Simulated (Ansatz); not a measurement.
**BrHInO radical: one molecule under many settings**

Aim: run BrHInO radical under a spread of inputs, and see what each costs and gives.

Computed with Ansatz 0.2.0, Gaussian basis. Level: the settings change from run to run.

## Step 1: The relaxed structure

An earlier PBE0-D4 in a triple-zeta def2 set relaxation fixed the geometry. In takes a core potential in def2 sets; no spin-orbit term is included.

4 atoms, charge 0, spin multiplicity 2.

Atoms are counted from 1 here; the program's logs count them from 0.

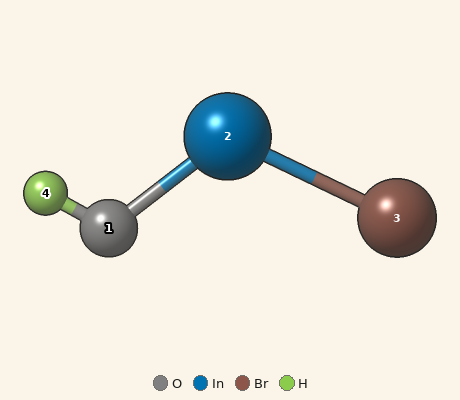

The geometry (oxygen grey, indium blue, bromine brown, hydrogen green); atoms are numbered from 1 in the order of the file.

## Step 2: PBEsol/x2c-TZVPPall

in.yaml reads:

```yaml
crystal:
  periodic: [false, false, false]
  atoms:
    - {symbol: O, position_ang: [-0.979024, -0.726876, 0.163022]}
    - {symbol: In, position_ang: [0.256757, 0.834307, -0.055280]}
    - {symbol: Br, position_ang: [2.672640, 0.301937, -0.433694]}
    - {symbol: H, position_ang: [-1.894873, -0.469568, 0.305652]}
basis:
  gaussian: {orbitals: x2c-TZVPPall}
magnetization: {spin_polarized: true, initial_magnetization: 1}
hamiltonian: {xc: {name: PBEsol}}
```

Run with:

```console
$ ansatz run in.yaml --threads 2 --pin off --events-out ev --progress --plain --max-ram 32768MiB --backend cpu
```

The log of the run:

```text
Functional definition: PBEsol
  name "PBEsol"
  cite "Perdew et al., Phys. Rev. Lett. 100, 136406 (2008) doi:10.1103/PhysRevLett.100.136406"
  cite "Perdew, Burke & Ernzerhof, Phys. Rev. Lett. 77, 3865 (1996) doi:10.1103/PhysRevLett.77.3865"
  parent pbesol
  exchange = pbesol_x
  correlation = pbesol_c
1141 factors; their error is unknown
mean field evaluation 1: about -232857.5540 eV, gradient 5.0e1 eV
mean field evaluation 2: about -232704.3104 eV, gradient 1.5e2 eV
mean field evaluation 4: about -232864.3455 eV, gradient 2.0e1 eV
mean field evaluation 8: about -232866.4526 eV, gradient 2.1e-1 eV
mean field evaluation 16: about -232866.4412 eV, gradient 1.2e-4 eV
mean field -232866.44123559 eV, -8557.6838728650 hartree, gradient 3.4e-5 eV, S^2 0.752204; 0 other end points of the search recorded, 0 dependent functions left out
reference -232866.44127076 eV, -8557.6838741572 hartree; 47, 46 occupied and 106, 107 virtual orbitals, 1141 factors
Total energy: -232866.44127076 eV, -8557.6838741572 hartree
Relativity: scalar
```

Wall time 4.5 s (2 threads, shared host).

⟨S²⟩ 0.752.

## Step 3: CAM-B3LYP/def2-TZVPD

This run has D3(BJ) with three-body dispersion.

in.yaml: that of step 2 with these lines changed.

```diff
@@ -8,4 +8,5 @@
 basis:
-  gaussian: {orbitals: x2c-TZVPPall}
+  gaussian: {orbitals: def2-TZVPD}
 magnetization: {spin_polarized: true, initial_magnetization: 1}
-hamiltonian: {xc: {name: PBEsol}}
+hamiltonian: {xc: {name: CAM-B3LYP}, dispersion: d3bjatm}
+output: {forces: true}
```

The command is unchanged.

The log of the run:

```text
Functional definition: CAM-B3LYP
  name "CAM-B3LYP"
  cite "Yanai, Tew & Handy, Chem. Phys. Lett. 393, 51 (2004) doi:10.1016/j.cplett.2004.06.011"
  cite "Iikura, Tsuneda, Yanai & Hirao, J. Chem. Phys. 115, 3540 (2001) doi:10.1063/1.1383587"
  cite "Becke, Phys. Rev. A 38, 3098 (1988) doi:10.1103/PhysRevA.38.3098"
  cite "Lee, Yang & Parr, Phys. Rev. B 37, 785 (1988) doi:10.1103/PhysRevB.37.785"
  cite "Vosko, Wilk & Nusair, Can. J. Phys. 58, 1200 (1980) doi:10.1139/p80-159"
  parameter alpha = 0.19
  parameter beta = 0.46
  parameter omega = 0.33/bohr
  parameter ac = 0.81
  # Exact exchange under (alpha + beta erf(omega r))/r, Becke's under what is left of 1/r.
  exchange = (1 - alpha - beta)*b88_x + beta*b88_x_sr(omega) + alpha*exact_x + beta*exact_x_lr(omega)
  correlation = (1 - ac)*vwn5_c + ac*lyp_c
1197 factors; their error is unknown
319 factors; integrals over basis functions are off by at most 4.1e-5 eV
mean field evaluation 1: about -77280.8485 eV, gradient 4.4e1 eV
mean field evaluation 2: about -77241.8995 eV, gradient 1.0e2 eV
mean field evaluation 4: about -77287.8185 eV, gradient 4.6e0 eV
mean field evaluation 8: about -77287.9052 eV, gradient 1.6e-1 eV
mean field evaluation 16: about -77288.1814 eV, gradient 1.2e-3 eV
mean field -77288.18137190 eV, -2840.2882776066 hartree, gradient 4.3e-5 eV, S^2 0.756985; 0 other end points of the search recorded, 0 dependent functions left out
the calculation of the forces begins
reference -77288.18149610 eV, -2840.2882821706 hartree; 33, 32 occupied and 129, 130 virtual orbitals, 1197 factors
Total energy: -77288.25745998 eV, -2840.2910737919 hartree
Atom 0 at    -0.979024    -0.726876     0.163022 Å, force     0.059616     0.079758    -0.010608 eV/Å
Atom 1 at     0.256757     0.834307    -0.055280 Å, force     0.020693    -0.025220    -0.002967 eV/Å
Atom 2 at     2.672640     0.301937    -0.433694 Å, force    -0.000737    -0.001688     0.000147 eV/Å
Atom 3 at    -1.894873    -0.469568     0.305652 Å, force    -0.079571    -0.052850     0.013428 eV/Å
Dipole moment:    -0.535493     0.512020     0.078541 e Å
```

It took 13 s on 2 threads, shared host; peak memory 0.68 GiB.

Largest force 0.100 eV/Å, dipole 3.58 D, ⟨S²⟩ 0.757.

## Step 4: SVWN5/def2-SVPD

This run has coordinates scaled by 1.12, a point charge of -1.00 e beside it, the search for lower states set to light.

in.yaml reads:

```yaml
crystal:
  periodic: [false, false, false]
  atoms:
    - {symbol: O, position_ang: [-1.096507, -0.814101, 0.182585]}
    - {symbol: In, position_ang: [0.287567, 0.934424, -0.061913]}
    - {symbol: Br, position_ang: [2.993357, 0.338170, -0.485738]}
    - {symbol: H, position_ang: [-2.122258, -0.525916, 0.342330]}
basis:
  gaussian: {orbitals: def2-SVPD, point_charges: [{charge: -1.00, position_ang: [6.649, 0.244, 0.182]}]}
magnetization: {spin_polarized: true, initial_magnetization: 1}
hamiltonian: {xc: {name: SVWN5}}
scf: {lower_state_search: light}
```

The command is unchanged.

The log of the run:

```text
Functional definition: SVWN5
  name "SVWN5"
  cite "Dirac, Proc. Camb. Phil. Soc. 26, 376 (1930) doi:10.1017/S0305004100016108"
  cite "Slater, Phys. Rev. 81, 385 (1951) doi:10.1103/PhysRev.81.385"
  cite "Vosko, Wilk & Nusair, Can. J. Phys. 58, 1200 (1980) doi:10.1139/p80-159"
  exchange = slater_x
  correlation = vwn5_c
1041 factors; their error is unknown
mean field evaluation 1: about -77144.8421 eV, gradient 4.9e1 eV
mean field evaluation 2: about -76945.9572 eV, gradient 1.4e2 eV
mean field evaluation 4: about -77146.8649 eV, gradient 3.3e1 eV
mean field evaluation 8: about -77154.7388 eV, gradient 1.1e0 eV
mean field evaluation 16: about -77154.7134 eV, gradient 1.3e-3 eV
mean field evaluation 32: about -77153.7943 eV, gradient 2.2e0 eV
mean field -77154.71337387 eV, -2835.3834191465 hartree, gradient 4.2e-5 eV, S^2 0.752063; 6 other end points of the search recorded, 0 dependent functions left out
reference -77154.71341903 eV, -2835.3834208063 hartree; 33, 32 occupied and 71, 72 virtual orbitals, 1041 factors
Total energy: -77154.71341903 eV, -2835.3834208063 hartree
```

It took 3.6 s on 2 threads, shared host.

⟨S²⟩ 0.752.

## Step 5: SVWN5/def2-TZVP

Options: density fitting with def2-universal-jkfit.

in.yaml reads:

```yaml
crystal:
  periodic: [false, false, false]
  atoms:
    - {symbol: O, position_ang: [-0.979024, -0.726876, 0.163022]}
    - {symbol: In, position_ang: [0.256757, 0.834307, -0.055280]}
    - {symbol: Br, position_ang: [2.672640, 0.301937, -0.433694]}
    - {symbol: H, position_ang: [-1.894873, -0.469568, 0.305652]}
basis:
  gaussian: {orbitals: def2-TZVP, fitting: {mean_field: def2-universal-jkfit}}
magnetization: {spin_polarized: true, initial_magnetization: 1}
hamiltonian: {xc: {name: SVWN5}}
```

Launched as before.

The log of the run:

```text
Functional definition: SVWN5
  name "SVWN5"
  cite "Dirac, Proc. Camb. Phil. Soc. 26, 376 (1930) doi:10.1017/S0305004100016108"
  cite "Slater, Phys. Rev. 81, 385 (1951) doi:10.1103/PhysRev.81.385"
  cite "Vosko, Wilk & Nusair, Can. J. Phys. 58, 1200 (1980) doi:10.1139/p80-159"
  exchange = slater_x
  correlation = vwn5_c
579 factors; integrals over basis functions are off by at most 8.8e-1 eV
mean field evaluation 1: about -77156.9253 eV, gradient 5.2e1 eV
mean field evaluation 2: about -76996.7143 eV, gradient 1.5e2 eV
mean field evaluation 4: about -77163.9892 eV, gradient 2.2e1 eV
mean field evaluation 8: about -77166.4875 eV, gradient 2.0e-1 eV
mean field evaluation 16: about -77166.4874 eV, gradient 4.4e-5 eV
mean field -77166.48738740 eV, -2835.8161061632 hartree, gradient 4.4e-5 eV, S^2 0.751298; 1 other end points of the search recorded, 0 dependent functions left out
reference -77166.48742771 eV, -2835.8161076447 hartree; 33, 32 occupied and 102, 103 virtual orbitals, 579 factors
Total energy: -77166.48742771 eV, -2835.8161076447 hartree
```

Run time: 2.1 s. Hardware: 2 threads, shared host.

⟨S²⟩ 0.751.

## Step 6: BLYP/def2-TZVP

This run has finite nuclei, D3(BJ) with three-body dispersion.

in.yaml: that of step 5 with these lines changed.

```diff
@@ -8,4 +8,5 @@
 basis:
-  gaussian: {orbitals: def2-TZVP, fitting: {mean_field: def2-universal-jkfit}}
+  gaussian: {orbitals: def2-TZVP, nuclear_model: gaussian}
 magnetization: {spin_polarized: true, initial_magnetization: 1}
-hamiltonian: {xc: {name: SVWN5}}
+hamiltonian: {xc: {name: BLYP}, dispersion: d3bjatm}
+output: {forces: true}
```

Same command.

The log of the run:

```text
Functional definition: BLYP
  name "BLYP"
  cite "Becke, Phys. Rev. A 38, 3098 (1988) doi:10.1103/PhysRevA.38.3098"
  cite "Lee, Yang & Parr, Phys. Rev. B 37, 785 (1988) doi:10.1103/PhysRevB.37.785"
  parameter beta = 0.0042
  parameter a = 0.04918
  parameter b = 0.132
  parameter c = 0.2533
  parameter d = 0.349
  exchange = b88_x(beta = beta)
  correlation = lyp_c(a = a, b = b, c = c, d = d)
959 factors; their error is unknown
mean field evaluation 1: about -77274.8270 eV, gradient 5.4e1 eV
mean field evaluation 2: about -77109.1866 eV, gradient 1.5e2 eV
mean field evaluation 4: about -77282.4213 eV, gradient 2.3e1 eV
mean field evaluation 8: about -77285.0651 eV, gradient 2.1e-1 eV
mean field evaluation 16: about -77285.0380 eV, gradient 1.5e-4 eV
mean field -77285.03800572 eV, -2840.1727610301 hartree, gradient 9.5e-6 eV, S^2 0.751808; 0 other end points of the search recorded, 0 dependent functions left out
the calculation of the forces begins
reference -77285.03831481 eV, -2840.1727723887 hartree; 33, 32 occupied and 102, 103 virtual orbitals, 959 factors
Total energy: -77285.20991020 eV, -2840.1790784030 hartree
Atom 0 at    -0.979024    -0.726876     0.163022 Å, force     0.098048    -0.821114    -0.004538 eV/Å
Atom 1 at     0.256757     0.834307    -0.055280 Å, force    -0.061161     0.810074    -0.001172 eV/Å
Atom 2 at     2.672640     0.301937    -0.433694 Å, force     0.614775    -0.136100    -0.096281 eV/Å
Atom 3 at    -1.894873    -0.469568     0.305652 Å, force    -0.651662     0.147139     0.101991 eV/Å
Dipole moment:    -0.530654     0.423564     0.078961 e Å
```

Wall time 4 s (2 threads, shared host).

Largest force 0.827 eV/Å, dipole 3.28 D, ⟨S²⟩ 0.752.

## Step 7: BHLYP/x2c-TZVPPall

This run has charge -1, multiplicity 1, D3(BJ) with three-body dispersion, high accuracy.

in.yaml: that of step 6 with these lines changed.

```diff
@@ -8,5 +8,5 @@
 basis:
-  gaussian: {orbitals: def2-TZVP, nuclear_model: gaussian}
-magnetization: {spin_polarized: true, initial_magnetization: 1}
-hamiltonian: {xc: {name: BLYP}, dispersion: d3bjatm}
-output: {forces: true}
+  gaussian: {orbitals: x2c-TZVPPall}
+total_charge: -1
+hamiltonian: {xc: {name: BHLYP}, dispersion: d3bjatm}
+accuracy: high
```

The command is unchanged.

The log of the run:

```text
Functional definition: BHLYP
  name "BHLYP"
  cite "Becke, J. Chem. Phys. 98, 1372 (1993) doi:10.1063/1.464304"
  cite "Becke, Phys. Rev. A 38, 3098 (1988) doi:10.1103/PhysRevA.38.3098"
  cite "Lee, Yang & Parr, Phys. Rev. B 37, 785 (1988) doi:10.1103/PhysRevB.37.785"
  parameter a = 0.5
  exchange = (1 - a)*b88_x + a*exact_x
  correlation = lyp_c
2472 factors; integrals over basis functions are off by at most 3.0e-8 eV
mean field evaluation 1: about -233018.2580 eV, gradient 2.5e1 eV
mean field evaluation 2: about -233017.4614 eV, gradient 3.3e1 eV
mean field evaluation 4: about -233019.2719 eV, gradient 9.1e-1 eV
mean field evaluation 8: about -233019.3435 eV, gradient 9.2e-2 eV
mean field evaluation 16: about -233019.3435 eV, gradient 4.1e-5 eV
mean field -233019.34351703 eV, -8563.3029280671 hartree, gradient 1.8e-8 eV, S^2 0.000000; 0 other end points of the search recorded, 0 dependent functions left out
reference -233019.34353937 eV, -8563.3029288880 hartree; 47, 47 occupied and 106, 106 virtual orbitals, 2472 factors
Total energy: -233019.49180631 eV, -8563.3083775975 hartree
Relativity: scalar
```

It took 14 s on 2 threads, shared host; peak memory 0.76 GiB.

## Step 8: RPA/def2-mTZVPP

Set apart from the defaults: restricted open-shell orbitals, finite nuclei, correlated electrons set to outside_noble_gas.

in.yaml: that of step 7 with these lines changed.

```diff
@@ -8,5 +8,5 @@
 basis:
-  gaussian: {orbitals: x2c-TZVPPall}
-total_charge: -1
-hamiltonian: {xc: {name: BHLYP}, dispersion: d3bjatm}
-accuracy: high
+  gaussian: {orbitals: def2-mTZVPP, nuclear_model: gaussian}
+magnetization: {spin_polarized: false, initial_magnetization: 1}
+hamiltonian: {xc: {name: HF}}
+correlation: {method: rpa, electrons: outside_noble_gas}
```

Launched as before.

The log of the run:

```text
Functional definition: HF
  name "HF"
  cite "Fock, Z. Phys. 61, 126 (1930) doi:10.1007/BF01340294"
  parent pbe
  exchange = exact_x
  correlation = 0
1020 factors; integrals over basis functions are off by at most 6.2e-4 eV
mean field evaluation 1: about -77199.0755 eV, gradient 4.0e1 eV
mean field evaluation 2: about -77199.0774 eV, gradient 4.0e1 eV
mean field evaluation 4: about -77202.6330 eV, gradient 3.7e0 eV
mean field evaluation 8: about -77202.7526 eV, gradient 5.7e-1 eV
mean field evaluation 16: about -77200.0142 eV, gradient 4.3e0 eV
mean field -77202.75863567 eV, -2837.1490499515 hartree, gradient 2.6e-6 eV, S^2 0.750000; 2 other end points of the search recorded, 0 dependent functions left out
mean field evaluation 32: about -77199.0900 eV, gradient 2.9e1 eV
24 core orbitals not correlated, not the lowest: weight in the atoms' cores, before any rotation towards them, 0.932 or more for the frozen orbitals, at most 0.073 for the correlated occupied ones
reference -77202.75863567 eV, -2837.1490499515 hartree; 9, 8 occupied and 68, 69 virtual orbitals, 1020 factors
Total energy: -77214.47996700 eV, -2837.5798009329 hartree
```

It took 11 s on 2 threads, shared host.

## Step 9: wB97X/def2-mTZVP

Set apart from the defaults: multiplicity 4, the search for lower states set to full.

in.yaml reads:

```yaml
crystal:
  periodic: [false, false, false]
  atoms:
    - {symbol: O, position_ang: [-0.979024, -0.726876, 0.163022]}
    - {symbol: In, position_ang: [0.256757, 0.834307, -0.055280]}
    - {symbol: Br, position_ang: [2.672640, 0.301937, -0.433694]}
    - {symbol: H, position_ang: [-1.894873, -0.469568, 0.305652]}
basis:
  gaussian: {orbitals: def2-mTZVP}
magnetization: {spin_polarized: true, initial_magnetization: 3}
hamiltonian: {xc: {name: wB97X}}
scf: {lower_state_search: full}
```

Launched as before.

The log of the run:

```text
Functional definition: wB97X
  name "wB97X"
  cite "Chai & Head-Gordon, J. Chem. Phys. 128, 084106 (2008) doi:10.1063/1.2834918"
  cite "Becke, J. Chem. Phys. 107, 8554 (1997) doi:10.1063/1.475007"
  parameter omega = 0.3/bohr
  parameter cx = 0.157706
  parameter cx1 = 0.726479
  parameter cx2 = 1.04760
  parameter cx3 = -5.70635
  parameter cx4 = 13.2794
  parameter css1 = -4.33879
  parameter css2 = 18.2308
  parameter css3 = -31.7430
  parameter css4 = 17.2901
  parameter cos1 = 2.37031
  parameter cos2 = -11.3995
  parameter cos3 = 6.58405
  parameter cos4 = -3.78132
  # The coefficients of nought are those of the uniform gas.
  exchange = spin_sum(e_x_unif_sr(omega)*poly(b97_u_x, 1 - cx, cx1, cx2, cx3, cx4)) + cx*exact_x_sr(omega)
      + exact_x_lr(omega)
  correlation = spin_sum(e_c_pw_same_spin*poly(b97_u_same, 1, css1, css2, css3, css4))
      + integral(e_c_pw_opposite_spin*poly(b97_u_opposite, 1, cos1, cos2, cos3, cos4))
1001 factors; integrals over basis functions are off by at most 1.1e-3 eV
248 factors; integrals over basis functions are off by at most 2.6e-5 eV
mean field evaluation 1: about -77273.7691 eV, gradient 4.2e1 eV
mean field evaluation 2: about -77273.7634 eV, gradient 4.2e1 eV
mean field evaluation 4: about -77280.1262 eV, gradient 1.1e1 eV
mean field evaluation 8: about -77280.9941 eV, gradient 3.8e-1 eV
mean field evaluation 16: about -77280.9972 eV, gradient 7.2e-3 eV
mean field evaluation 32: about -77281.0548 eV, gradient 4.8e-1 eV
mean field evaluation 64: about -77280.8451 eV, gradient 6.4e0 eV
mean field evaluation 96: about -77278.7571 eV, gradient 3.2e0 eV
mean field evaluation 128: about -77279.6775 eV, gradient 3.6e-1 eV
mean field evaluation 160: about -77268.7812 eV, gradient 5.5e1 eV
mean field evaluation 192: about -77279.7222 eV, gradient 5.7e-2 eV
mean field -77281.10749571 eV, -2840.0283174513 hartree, gradient 4.0e-6 eV, S^2 3.760304; 12 other end points of the search recorded, 0 dependent functions left out
reference -77281.10748571 eV, -2840.0283170839 hartree; 34, 31 occupied and 65, 68 virtual orbitals, 1001 factors
Total energy: -77281.10748571 eV, -2840.0283170839 hartree
```

It took 79 s on 2 threads, shared host; peak memory 0.66 GiB.

⟨S²⟩ 3.760.

## Step 10: wB97M-V/def2-TZVPD

in.yaml: that of step 9 with these lines changed.

```diff
@@ -8,5 +8,4 @@
 basis:
-  gaussian: {orbitals: def2-mTZVP}
-magnetization: {spin_polarized: true, initial_magnetization: 3}
-hamiltonian: {xc: {name: wB97X}}
-scf: {lower_state_search: full}
+  gaussian: {orbitals: def2-TZVPD}
+magnetization: {spin_polarized: true, initial_magnetization: 1}
+hamiltonian: {xc: {name: wB97M-V}}
```

Same command.

The log of the run:

```text
Functional definition: wB97M-V
  name "wB97M-V"
  cite "Mardirossian & Head-Gordon, J. Chem. Phys. 144, 214110 (2016) doi:10.1063/1.4952647"
  cite "Becke, J. Chem. Phys. 107, 8554 (1997) doi:10.1063/1.475007"
  cite "Vydrov & Van Voorhis, J. Chem. Phys. 133, 244103 (2010) doi:10.1063/1.3521275"
  # Of w^i u^j: cxij and so on, Table III.
  parameter omega = 0.3/bohr
  parameter cx = 0.15
  parameter cx01 = 1.007
  parameter cx10 = 0.259
  parameter css00 = 0.443
  parameter css04 = -1.437
  parameter css10 = -4.535
  parameter css20 = -3.390
  parameter css43 = 4.278
  parameter cos00 = 1.000
  parameter cos10 = 1.358
  parameter cos20 = 2.924
  parameter cos21 = -8.812
  parameter cos60 = -1.390
  parameter cos61 = 9.142
  parameter b = 6.0
  parameter c = 0.01
  gx(w, u) = 1 - cx + cx01*u + cx10*w
  gss(w, u) = css00 + css04*u^4 + css10*w + css20*w^2 + css43*w^4*u^3
  gos(w, u) = cos00 + cos10*w + (cos20 + cos21*u)*w^2 + (cos60 + cos61*u)*w^6
  exchange = spin_sum(e_x_unif_sr(omega)*gx(b97_w, b97_u_x)) + cx*exact_x_sr(omega) + exact_x_lr(omega)
  correlation = spin_sum(e_c_pw_mod_same_spin*gss(b97_w, b97_u_same))
      + integral(e_c_pw_mod_opposite_spin*gos(b97_w_opposite, b97_u_opposite)) + vv10(b, c)
1162 factors; their error is unknown
291 factors; integrals over basis functions are off by at most 2.8e-5 eV
mean field evaluation 1: about -77273.6685 eV, gradient 4.0e1 eV
mean field evaluation 2: about -77260.3807 eV, gradient 7.2e1 eV
mean field evaluation 4: about -77279.7897 eV, gradient 2.4e0 eV
mean field evaluation 8: about -77279.8264 eV, gradient 1.1e-1 eV
mean field evaluation 16: about -77280.0415 eV, gradient 2.6e-3 eV
mean field -77280.04146415 eV, -2839.9891415140 hartree, gradient 4.2e-5 eV, S^2 0.757094; 0 other end points of the search recorded, 0 dependent functions left out
reference -77280.04153319 eV, -2839.9891440510 hartree; 33, 32 occupied and 129, 130 virtual orbitals, 1162 factors
Total energy: -77280.04153319 eV, -2839.9891440510 hartree
```

It took 21 s on 2 threads, shared host; peak memory 0.82 GiB.

⟨S²⟩ 0.757.

## Step 11: The runs in one table

| level | charge | multiplicity | geometry | functions | energy (eV) | time |
| --- | --- | --- | --- | --- | --- | --- |
| PBEsol/x2c-TZVPPall | 0 | 2 | relaxed | 153 | -232866.441 | 4.5 s |
| CAM-B3LYP/def2-TZVPD | 0 | 2 | relaxed | 162 | -77288.257 | 13 s |
| SVWN5/def2-SVPD | 0 | 2 | scaled, point charge | 104 | -77154.713 | 3.6 s |
| SVWN5/def2-TZVP | 0 | 2 | relaxed | 135 | -77166.487 | 2.1 s |
| BLYP/def2-TZVP | 0 | 2 | relaxed | 135 | -77285.210 | 4 s |
| BHLYP/x2c-TZVPPall | -1 | 1 | relaxed | 153 | -233019.492 | 14 s |
| RPA/def2-mTZVPP | 0 | 2 | relaxed | 101 | -77214.480 | 11 s |
| wB97X/def2-mTZVP | 0 | 4 | relaxed | 99 | -77281.107 | 79 s |
| wB97M-V/def2-TZVPD | 0 | 2 | relaxed | 162 | -77280.042 | 21 s |

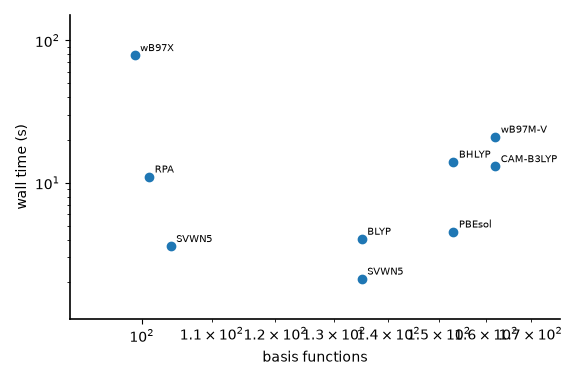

Wall time against the number of basis functions (shared host).

## Step 12: Outcome

```
                                         quantity                   value
                                             runs                       9
                                         quickest  SVWN5/def2-TZVP, 2.1 s
                                          slowest  wB97X/def2-mTZVP, 79 s
spread of total energies, same state and geometry             155700.0 eV
                  dipole, same state and geometry          3.28 to 3.58 D
```

What this shows: wB97X/def2-mTZVP took 37 times as long as SVWN5/def2-TZVP. The jobs differ in tasks and options as well as level. The totals spread over 155700 eV; they can't be compared across methods or bases. Some of these runs are scalar-relativistic and others not, which shifts the totals of all-electron atoms past neon by eV; core potentials, where a basis has them, take the core out of the total altogether. At the PBE0-D4/def2-TZVP geometry and in the same state, runs without warnings or point charges leave forces up to 0.83 eV/Å (BLYP/def2-TZVP).
